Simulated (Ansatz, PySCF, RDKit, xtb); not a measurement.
# C6H8Si: ranking a sample of isomers, part 1 of 2

A sample of isomers of C6H8Si is drawn. Aim: find which of them has the lowest free energy at 298.15 K, then its properties. The sample is small against all isomers, and the most stable one of this formula need not be in it.

The funnel: GFN2-xTB relaxations, single points with a density functional, relaxations at r2SCAN-D4/def2-SVP, harmonic vibrations (at GFN2-xTB), and a last energy at a higher level. All values are calculated.

## 1. Candidates

Isomers were taken from a list of plausible structures; this is a sample, not all of them. That gives 11 candidates.

```tsv
label	SMILES	spin
c032	C#C/C=C(/[SiH3])C=C	singlet
c042	C#C/C(C=C)=C/[SiH3]	singlet
c055	C#CC(=C)/C=C\[SiH3]	singlet
c127	C#C/C=C\C(=C)[SiH3]	singlet
c160	C#C/C=C(\[SiH3])C=C	singlet
c329	C#C/C=C/C(=C)[SiH3]	singlet
c514	C#C/C([SiH3])=C/C=C	singlet
c604	C#CC(=C)C(=C)[SiH3]	singlet
c632	C#C/C([SiH3])=C\C=C	singlet
c805	C#CC(=C)/C=C/[SiH3]	singlet
c976	C#C/C(C=C)=C\[SiH3]	singlet
```

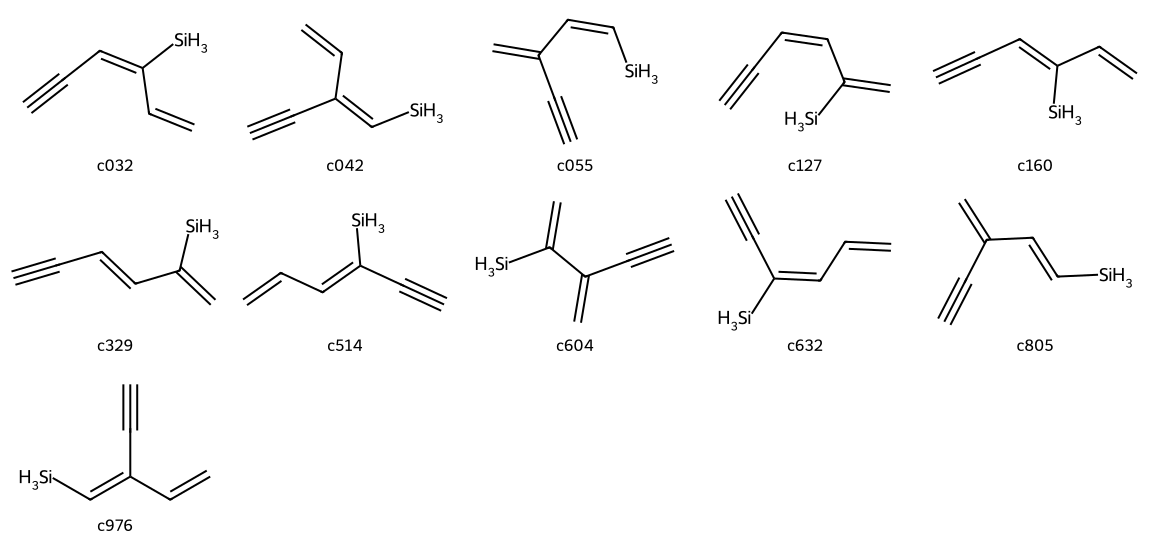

Structural formulas of the candidates.

Candidates are built by distance geometry, with a force field where one applies, in up to four conformers (letters a to d).

## 2. Search with GFN2-xTB

All 11 starts are relaxed the same way. One of them, c976a (taken from a list of positional isomers, embedded by distance geometry and MMFF94), in full:

The input, start.xyz:

```xyz
15
c976a
C     -2.554043     1.825875     1.659904
C     -1.723842     1.167429     1.078205
C     -0.766575     0.357688     0.359150
C     -0.445898     0.700606    -0.995793
C     -0.901757     1.665704    -1.708699
C     -0.184366    -0.724453     0.983214
Si    -0.412726    -1.369392     2.666281
H     -3.259104     2.368855     2.180671
H      0.294102     0.028427    -1.491659
H     -1.618056     2.387785    -1.299013
H     -0.595801     1.847131    -2.736872
H      0.537933    -1.302433     0.415631
H      0.458760    -2.558600     2.779170
H     -1.774838    -1.824045     2.846859
H     -0.028592    -0.362849     3.692136
```

Started as:

```
xtb start.xyz --gfn 2 --opt
```

Output, shortened:

```text
* xtb version 6.7.1
[...]
          :  # basis functions                  42          :
[...]
          :  # electrons                        36          :
[...]
          :  Hamiltonian                  GFN2-xTB          :
[...]
          :  net charge                          0          :
          :  unpaired electrons                  0          :
[...]
   *** convergence criteria satisfied after 13 iterations ***
[...]
   *** GEOMETRY OPTIMIZATION CONVERGED AFTER 10 ITERATIONS ***
[...]
   *** convergence criteria satisfied after 3 iterations ***
[...]
         ::                     SUMMARY                     ::
         :::::::::::::::::::::::::::::::::::::::::::::::::::::
         :: total energy             -18.520723229675 Eh    ::
         :: gradient norm              0.000437387100 Eh/a0 ::
         :: HOMO-LUMO gap              3.075618912193 eV    ::
         ::.................................................::
         :: SCC energy               -18.911975673182 Eh    ::
         :: -> isotropic ES            0.012691300941 Eh    ::
         :: -> anisotropic ES          0.004459747784 Eh    ::
         :: -> anisotropic XC          0.020208579560 Eh    ::
         :: -> dispersion             -0.011481758857 Eh    ::
         :: repulsion energy           0.391252443507 Eh    ::
         :: add. restraining           0.000000000000 Eh    ::
         :: total charge               0.000000000000 e     ::
         :::::::::::::::::::::::::::::::::::::::::::::::::::::
[...]
        18        2.0000           -0.3793634             -10.3230 (HOMO)
        19                         -0.2663365              -7.2474 (LUMO)
[...]
          | TOTAL ENERGY              -18.520723229675 Eh   |
          | GRADIENT NORM               0.000437387100 Eh/α |
          | HOMO-LUMO GAP               3.075618912193 eV   |
           -------------------------------------------------
[...]
```

It took 0.074 s on 2 threads of Intel Xeon 6975P-C (Granite Rapids), shared host.

## 3. What the search left

11 of the 11 relaxations converged. 11 distinct structures remain:

```tsv
label	start	SMILES after	spin	energy (kcal/mol)
c632a	drawn	C#C/C([SiH3])=C\C=C	singlet	0.0
c514a	drawn	C#C/C([SiH3])=C/C=C	singlet	0.2
c032a	drawn	C#C/C=C(/[SiH3])C=C	singlet	1.5
c329a	drawn	C#C/C=C/C(=C)[SiH3]	singlet	1.7
c160a	drawn	C#C/C=C(\[SiH3])C=C	singlet	1.8
c042a	drawn	C#C/C(C=C)=C/[SiH3]	singlet	2.1
c976a	drawn	C#C/C(C=C)=C\[SiH3]	singlet	2.2
c805a	drawn	C#CC(=C)/C=C/[SiH3]	singlet	2.5
c127a	drawn	C#C/C=C\C(=C)[SiH3]	singlet	3.7
c055a	drawn	C#CC(=C)/C=C\[SiH3]	singlet	4.6
c604a	drawn	C#CC(=C)C(=C)[SiH3]	singlet	4.9
```

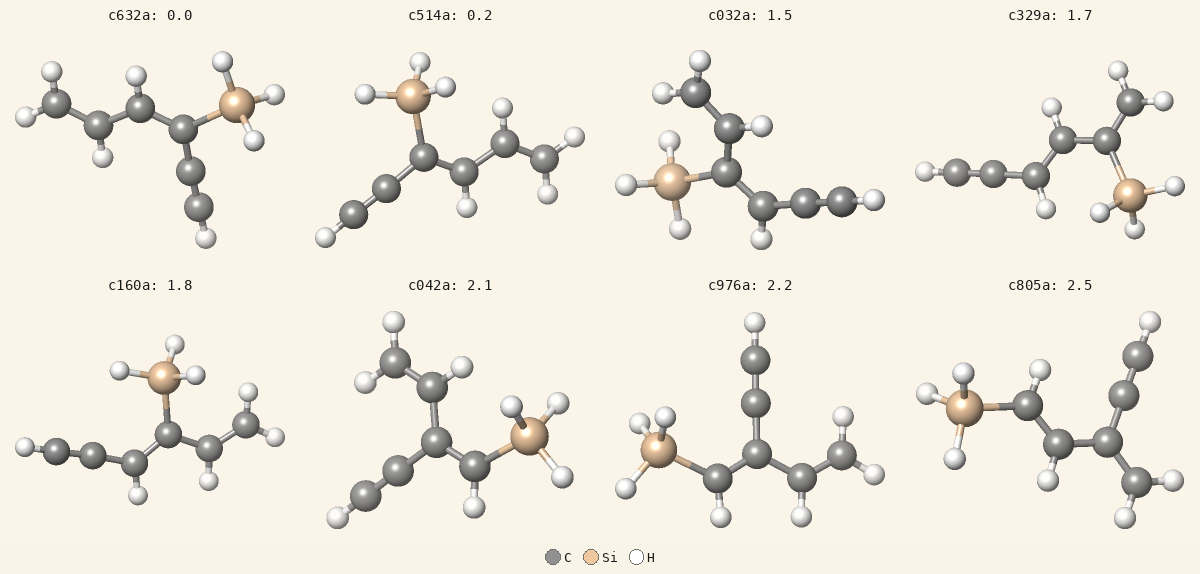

The 8 lowest minima that did not fall apart, with their GFN2-xTB energies in kcal/mol.

## 4. Screening with a density functional

A choice of the minima (the low ones first, few conformers of a pattern, up to a cap) and the lowest that fell apart get a single point at r2SCAN-D4/def2-SVP on the tight-binding geometry, and one at HF/STO-3G for comparison. The lowest singlets are also tried as triplets at the same geometry (label ending in t). The first, c632a:

The input, input.yaml:

```yaml
crystal:
  periodic: [false, false, false]
  atoms:
    - {symbol: C, position_ang: [0.700501, -3.005356, -2.396691]}
    - {symbol: C, position_ang: [0.224620, -2.532469, -1.397955]}
    - {symbol: C, position_ang: [-0.378732, -2.016722, -0.236034]}
    - {symbol: C, position_ang: [0.096083, -0.907292, 0.369412]}
    - {symbol: C, position_ang: [1.232034, -0.146763, -0.080166]}
    - {symbol: C, position_ang: [1.671924, 0.945810, 0.541553]}
    - {symbol: Si, position_ang: [-1.879196, -2.972989, 0.404944]}
    - {symbol: H, position_ang: [1.126892, -3.421439, -3.260222]}
    - {symbol: H, position_ang: [-2.915398, -2.982662, -0.630247]}
    - {symbol: H, position_ang: [-1.473167, -4.346440, 0.711788]}
    - {symbol: H, position_ang: [-2.361489, -2.297143, 1.610832]}
    - {symbol: H, position_ang: [-0.400607, -0.545919, 1.261010]}
    - {symbol: H, position_ang: [1.729321, -0.510852, -0.970168]}
    - {symbol: H, position_ang: [2.525617, 1.499282, 0.190895]}
    - {symbol: H, position_ang: [1.188621, 1.320054, 1.429855]}
basis:
  gaussian:
    orbitals: def2-SVP
hamiltonian:
  xc: {name: r2SCAN}
  dispersion: d4
scf:
  lower_state_search: "off"
output: {orbitals: {seedname: orbitals}}
```

Started as:

```
ansatz run input.yaml --threads 2 --pin off --max-ram 5220MiB --events-out events.jsonl --progress --plain --runs-dir runs
```

Output, shortened:

```text
Warning: RAYON_NUM_THREADS=2 ignored (pool sized by the plan → 2); use --threads N
Functional definition: r2SCAN
  name "r2SCAN"
[...]
1608 factors; their error is unknown
[...]
mean field -14215.02791514 eV, -522.3926405893 hartree, gradient 1.3e-6 eV, S^2 0.000000; 0 other end points of the search recorded, 0 dependent functions left out
reference -14215.02792760 eV, -522.3926410474 hartree; 29, 29 occupied and 113, 113 virtual orbitals, 1608 factors
Total energy: -14215.12771929 eV, -522.3963083243 hartree
Checks for a lower state left out: stability, starts, cluster_reference, orbital_swaps, neighbouring_geometries, increment
```

Run time: 1.6 s. Hardware: 2 threads of Intel Xeon 6975P-C (Granite Rapids), shared host; peak memory 0.19 GiB.

Relative energies in kcal/mol, each column from its lowest structure that stays in one piece:

```tsv
label	SMILES	spin	GFN2-xTB	HF/STO-3G	r2SCAN-D4/def2-SVP
c632a	C#C/C([SiH3])=C\C=C	singlet	0.0	0.0	0.0
c514a	C#C/C([SiH3])=C/C=C	singlet	0.2	1.4	1.8
c032a	C#C/C=C(/[SiH3])C=C	singlet	1.5	2.4	2.2
c329a	C#C/C=C/C(=C)[SiH3]	singlet	1.7	2.2	2.5
c160a	C#C/C=C(\[SiH3])C=C	singlet	1.8	2.9	2.8
c976a	C#C/C(C=C)=C\[SiH3]	singlet	2.2	1.6	3.3
c805a	C#CC(=C)/C=C/[SiH3]	singlet	2.5	1.2	3.4
c127a	C#C/C=C\C(=C)[SiH3]	singlet	3.7	4.7	3.6
c042a	C#C/C(C=C)=C/[SiH3]	singlet	2.1	2.9	4.5
c055a	C#CC(=C)/C=C\[SiH3]	singlet	4.6	5.3	6.2
c604a	C#CC(=C)C(=C)[SiH3]	singlet	4.9	5.2	8.5
c632at	C#C/C([SiH3])=C\C=C	triplet	–	–	56.9
c032at	C#C/C=C(/[SiH3])C=C	triplet	–	–	59.8
```

## 5. Refinement at r2SCAN-D4/def2-SVP

6 candidates are relaxed at r2SCAN-D4/def2-SVP (chosen among the lowest in one piece). The first, c632a:

The input, input.yaml:

```yaml
crystal:
  periodic: [false, false, false]
  atoms:
    - symbol: C
      position_ang: [0.700501, -3.005356, -2.396691]
    - symbol: C
      position_ang: [0.224620, -2.532469, -1.397955]
    - symbol: C
      position_ang: [-0.378732, -2.016722, -0.236034]
    - symbol: C
      position_ang: [0.096083, -0.907292, 0.369412]
    - symbol: C
      position_ang: [1.232034, -0.146763, -0.080166]
    - symbol: C
      position_ang: [1.671924, 0.945810, 0.541553]
    - symbol: Si
      position_ang: [-1.879196, -2.972989, 0.404944]
    - symbol: H
      position_ang: [1.126892, -3.421439, -3.260222]
    - symbol: H
      position_ang: [-2.915398, -2.982662, -0.630247]
    - symbol: H
      position_ang: [-1.473167, -4.346440, 0.711788]
    - symbol: H
      position_ang: [-2.361489, -2.297143, 1.610832]
    - symbol: H
      position_ang: [-0.400607, -0.545919, 1.261010]
    - symbol: H
      position_ang: [1.729321, -0.510852, -0.970168]
    - symbol: H
      position_ang: [2.525617, 1.499282, 0.190895]
    - symbol: H
      position_ang: [1.188621, 1.320054, 1.429855]
basis:
  gaussian:
    orbitals: def2-SVP
hamiltonian:
  xc: {name: r2SCAN}
  dispersion: d4
scf:
  lower_state_search: off
relax:
  f_tol: 0.006
```

Started as:

```
ansatz run input.yaml --threads 2 --pin off --max-ram 5220MiB --events-out events.jsonl --progress --plain --runs-dir runs
```

Output, shortened:

```text
Warning: RAYON_NUM_THREADS=2 ignored (pool sized by the plan → 2); use --threads N
[...]
[... 2 set-up lines as earlier in the session ...]
[...]
1608 factors; their error is unknown
[...]
mean field -14215.02791428 eV, -522.3926405577 hartree, gradient 3.1e-6 eV, S^2 0.000000; 0 other end points of the search recorded, 0 dependent functions left out
[...]
reference -14215.02792674 eV, -522.3926410158 hartree; 29, 29 occupied and 113, 113 virtual orbitals, 1608 factors
[...]
Atom 11 at    -0.411719    -0.552823     1.267867 Å, force    -0.000153    -0.001283    -0.000342 eV/Å
Atom 12 at     1.764021    -0.461354    -0.968249 Å, force    -0.000011    -0.000086     0.000233 eV/Å
Atom 13 at     2.537217     1.553849     0.231887 Å, force     0.000320     0.000432     0.000128 eV/Å
Atom 14 at     1.167497     1.343073     1.485923 Å, force     0.000368     0.000153    -0.000282 eV/Å
Dipole moment:     0.118292     0.158576     0.032916 e Å
Checks for a lower state left out: stability, starts, cluster_reference, orbital_swaps, neighbouring_geometries, increment
```

Run time: 18 s. Hardware: 2 threads of Intel Xeon 6975P-C (Granite Rapids), shared host; peak memory 0.2 GiB.

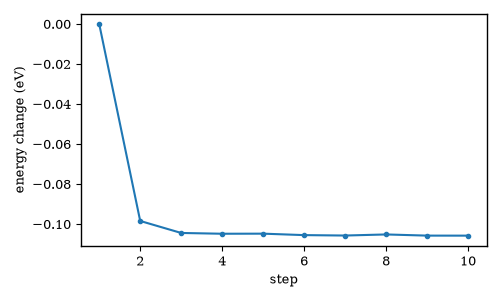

Energy along the run, all evaluated steps.

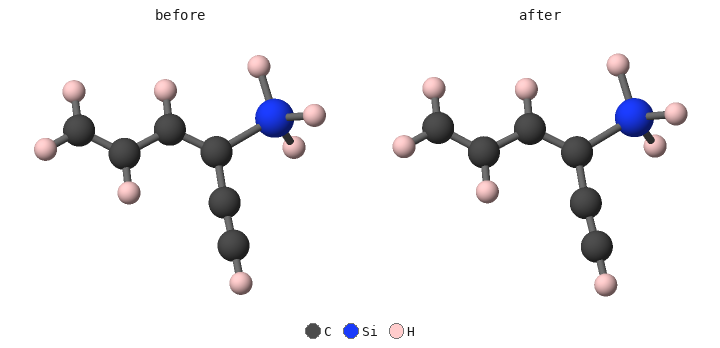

Before and after, at one scale.

After the run. Bond lengths: C1–C2 1.222 Å, C2–C3 1.418 Å, C3–C4 1.371 Å, C4–C5 1.445 Å, C5–C6 1.349 Å, C3–Si7 1.885 Å, C1–H8 1.074 Å, Si7–H9 1.493 Å, Si7–H10 1.493 Å, Si7–H11 1.493 Å, C4–H12 1.098 Å, C5–H13 1.097 Å, C6–H14 1.093 Å, C6–H15 1.096 Å. Some angles: C1–C2–C3 175.6°, C2–C3–C4 122.8°, C2–C3–Si7 115.9°, C4–C3–Si7 121.3°, C3–C4–C5 125.2°, C4–C5–C6 123.3°, C2–C1–H8 178.9°, C3–C4–H12 118.3°, C5–C4–H12 116.5°, C4–C5–H13 116.7°.

## 6. After refinement

```tsv
label	spin	r2SCAN-D4/def2-SVP (kcal/mol)	r2SCAN-D4/def2-SVP, relaxed (kcal/mol)	time
c632a	singlet	0.0	0.0	18 s
c514a	singlet	1.8	1.8	17 s
c032a	singlet	2.2	2.2	16 s
c329a	singlet	2.5	2.5	16 s
c160a	singlet	2.8	2.8	20 s
c976a	singlet	3.3	3.4	18 s
```

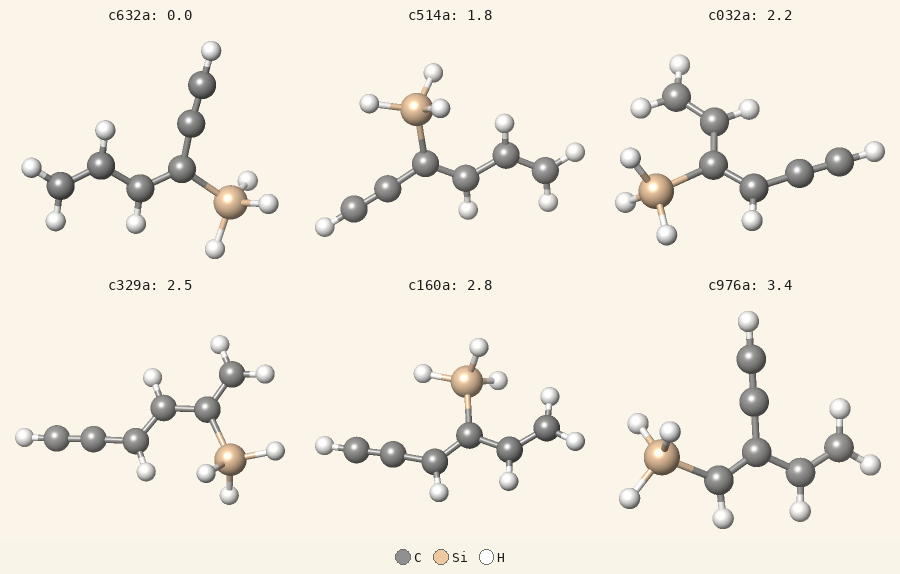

The relaxed structures, with energies at r2SCAN-D4/def2-SVP in kcal/mol.

## 7. Harmonic analysis of the finalists

The lowest few in one piece go on as finalists. In this search the thermal terms come from GFN2-xTB at its own nearest minimum. The first, c632a:

The input, start.xyz:

```xyz
15
c632a
C      0.682442    -3.079519    -2.442604
C      0.233689    -2.554549    -1.435028
C     -0.362343    -2.023198    -0.263199
C      0.107131    -0.899113     0.364758
C      1.243527    -0.117999    -0.065636
C      1.673180     0.983567     0.582898
Si    -1.859626    -2.959740     0.396671
H      1.090999    -3.527122    -3.329381
H     -2.943013    -2.994296    -0.630411
H     -1.485296    -4.366552     0.729098
H     -2.350683    -2.265123     1.624212
H     -0.411719    -0.552823     1.267867
H      1.764021    -0.461354    -0.968249
H      2.537217     1.553849     0.231887
H      1.167497     1.343073     1.485923
```

Started as:

```
xtb start.xyz --gfn 2 --ohess tight
```

Output, shortened:

```text
[...]
         ::                     SUMMARY                     ::
         :::::::::::::::::::::::::::::::::::::::::::::::::::::
         :: total energy             -18.524277930740 Eh    ::
         :: gradient norm              0.000232710381 Eh/a0 ::
         :: HOMO-LUMO gap              2.878303129684 eV    ::
         ::.................................................::
         :: SCC energy               -18.915843010558 Eh    ::
         :: -> isotropic ES            0.013573516813 Eh    ::
         :: -> anisotropic ES          0.004383453528 Eh    ::
         :: -> anisotropic XC          0.019950900748 Eh    ::
         :: -> dispersion             -0.010994182718 Eh    ::
         :: repulsion energy           0.391565079817 Eh    ::
         :: add. restraining           0.000000000000 Eh    ::
         :: total charge              -0.000000000000 e     ::
         :::::::::::::::::::::::::::::::::::::::::::::::::::::
[...]
          | TOTAL ENERGY              -18.524277930746 Eh   |
          | TOTAL ENTHALPY            -18.407930343034 Eh   |
          | TOTAL FREE ENERGY         -18.452619003852 Eh   |
          | GRADIENT NORM               0.000232754251 Eh/α |
[...]
```

Run time: 0.3 s. Hardware: 2 threads of Intel Xeon 6975P-C (Granite Rapids), shared host.

## 8. Thermal terms of the finalists

As xtb prints them, at 298.15 K, with its own treatment of low modes:

```tsv
label	SMILES	spin	lowest mode (cm⁻¹)	zero-point (kcal/mol)	G − E (kcal/mol)
c632a	C#C/C([SiH3])=C\C=C	singlet	66	66.4	45.0
c514a	C#C/C([SiH3])=C/C=C	singlet	98	66.5	45.2
c032a	C#C/C=C(/[SiH3])C=C	singlet	83	66.5	45.3
c329a	C#C/C=C/C(=C)[SiH3]	singlet	90	66.4	45.2
c160a	C#C/C=C(\[SiH3])C=C	singlet	54	66.4	45.3
c976a	C#C/C(C=C)=C\[SiH3]	singlet	56	66.4	44.9
```

## 9. Energies at the top level

Single points at CCSD(T)/def2-SVP + MP2/def2-TZVPP - MP2/def2-SVP on the refined geometries decide the order.

c632a, CCSD(T)/def2-SVP:

The input, input.yaml:

```yaml
basis:
  gaussian: {orbitals: def2-SVP}
crystal:
  periodic: [false, false, false]
  atoms:
    - {symbol: C, position_ang: [0.682442, -3.079519, -2.442604]}
    - {symbol: C, position_ang: [0.233689, -2.554549, -1.435028]}
    - {symbol: C, position_ang: [-0.362343, -2.023198, -0.263199]}
    - {symbol: C, position_ang: [0.107131, -0.899113, 0.364758]}
    - {symbol: C, position_ang: [1.243527, -0.117999, -0.065636]}
    - {symbol: C, position_ang: [1.673180, 0.983567, 0.582898]}
    - {symbol: Si, position_ang: [-1.859626, -2.959740, 0.396671]}
    - {symbol: H, position_ang: [1.090999, -3.527122, -3.329381]}
    - {symbol: H, position_ang: [-2.943013, -2.994296, -0.630411]}
    - {symbol: H, position_ang: [-1.485296, -4.366552, 0.729098]}
    - {symbol: H, position_ang: [-2.350683, -2.265123, 1.624212]}
    - {symbol: H, position_ang: [-0.411719, -0.552823, 1.267867]}
    - {symbol: H, position_ang: [1.764021, -0.461354, -0.968249]}
    - {symbol: H, position_ang: [2.537217, 1.553849, 0.231887]}
    - {symbol: H, position_ang: [1.167497, 1.343073, 1.485923]}
correlation: {method: ccsd_t, frozen_orbitals: {Si: 5, C: 1, H: 0}}
```

Started as:

```
ansatz run input.yaml --threads 2 --pin off --max-ram 5220MiB --events-out events.jsonl --progress --plain --runs-dir runs
```

Output, shortened:

```text
Warning: RAYON_NUM_THREADS=2 ignored (pool sized by the plan → 2); use --threads N
Functional definition: HF
  name "HF"
[...]
1454 factors; integrals over basis functions are off by at most 1.2e-3 eV
[...]
mean field -14161.65961649 eV, -520.4313917883 hartree, gradient 1.7e-6 eV, S^2 0.000000; 0 other end points of the search recorded, 0 dependent functions left out; unrestricted orbitals would lower it
11 core orbitals not correlated: weight in the atoms' cores, before any rotation towards them, 1.000 or more for the frozen orbitals, at most 0.000 for the correlated occupied ones
reference -14161.65961649 eV, -520.4313917883 hartree; 18, 18 occupied and 113, 113 virtual orbitals, 1454 factors
second order -23.92799472 eV of doubles, -0.00000000 eV of singles
cycle   1  -24.64163431 eV  change   -7.1e-1 eV  update   1.3e-1
[...]
cycle  11  -25.67467239 eV  change   -2.0e-6 eV  update   1.0e-5
perturbative correction -1.10091599 eV, -0.0404579164 hartree
Total energy: -14188.43520487 eV, -521.4153765122 hartree
```

Wall time 14 s (2 threads of Intel Xeon 6975P-C (Granite Rapids), shared host); peak memory 1.2 GiB.

## 10. c632a at MP2/def2-TZVPP

Changes to input.yaml since step 9:

```diff
@@ -1,3 +1 @@
-basis:
-  gaussian: {orbitals: def2-SVP}
 crystal:
@@ -20,2 +18,4 @@
     - {symbol: H, position_ang: [1.167497, 1.343073, 1.485923]}
-correlation: {method: ccsd_t, frozen_orbitals: {Si: 5, C: 1, H: 0}}
+basis:
+  gaussian: {orbitals: def2-TZVPP}
+correlation: {method: mp2, frozen_orbitals: {Si: 5, C: 1, H: 0}}
```

Started as:

```
ansatz run input.yaml --threads 2 --pin off --max-ram 5220MiB --events-out events.jsonl --progress --plain --runs-dir runs
```

Output, shortened:

```text
Warning: RAYON_NUM_THREADS=2 ignored (pool sized by the plan → 2); use --threads N
[... 2 set-up lines as earlier in the session ...]
[...]
2008 factors; integrals over basis functions are off by at most 6.9e-4 eV
[...]
mean field -14171.38882348 eV, -520.7889335504 hartree, gradient 1.9e-6 eV, S^2 0.000000; 0 other end points of the search recorded, 0 dependent functions left out; unrestricted orbitals would lower it
[...]
11 core orbitals not correlated: weight in the atoms' cores, before any rotation towards them, 1.000 or more for the frozen orbitals, at most 0.000 for the correlated occupied ones
reference -14171.38882348 eV, -520.7889335504 hartree; 18, 18 occupied and 311, 311 virtual orbitals, 2008 factors
second order -29.03322504 eV of doubles, -0.00000000 eV of singles
Total energy: -14200.42204852 eV, -521.8558848913 hartree
```

Wall time 12 s (2 threads of Intel Xeon 6975P-C (Granite Rapids), shared host); peak memory 1.1 GiB.

(Continued in part 2 of 2.)
